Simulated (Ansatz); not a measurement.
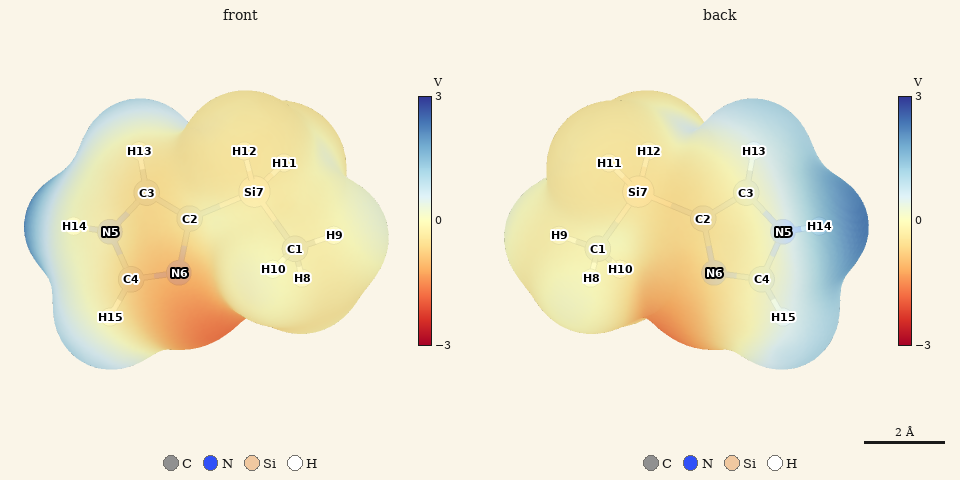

The picture shows: C₄H₈N₂Si (SMILES C[SiH2]c1c[nH]cn1). The electrostatic potential painted on the density surface at 0.001 e/bohr³, seen from the front and from behind; the colour scale runs from red (negative) to blue (positive).

Geometry: PBE-D3(BJ)/def2-SVP.

The calculation used isolated molecule in a Gaussian basis; Kohn-Sham density functional theory, functional PBE0 (Ansatz).

| atom | x (Å) | y (Å) | z (Å) |
| --- | --- | --- | --- |
| C | 1.8378 | 0.1282 | 0.5409 |
| C | -0.8925 | -1.1722 | 0.0977 |
| C | -2.2457 | -1.5033 | 0.0658 |
| C | -1.0517 | -3.0306 | -1.0110 |
| N | -2.3286 | -2.6839 | -0.6408 |
| N | -0.1676 | -2.1471 | -0.5851 |
| Si | -0.0078 | 0.2953 | 0.8783 |
| H | 2.0181 | 0.0971 | -0.5519 |
| H | 2.4130 | 0.9683 | 0.9780 |
| H | 2.2118 | -0.8247 | 0.9650 |
| H | -0.5456 | 1.5874 | 0.3110 |
| H | -0.2834 | 0.3387 | 2.3624 |
| H | -3.1343 | -1.0110 | 0.4758 |
| H | -3.1836 | -3.2019 | -0.8485 |
| H | -0.8363 | -3.9390 | -1.5896 |

Question: Describe the electrostatic potential map.

Answer: The most negative region (about −1.7 V) lies over N6, the most positive (about +2.3 V) over H14. N6 is the likeliest acceptor of a hydrogen bond.
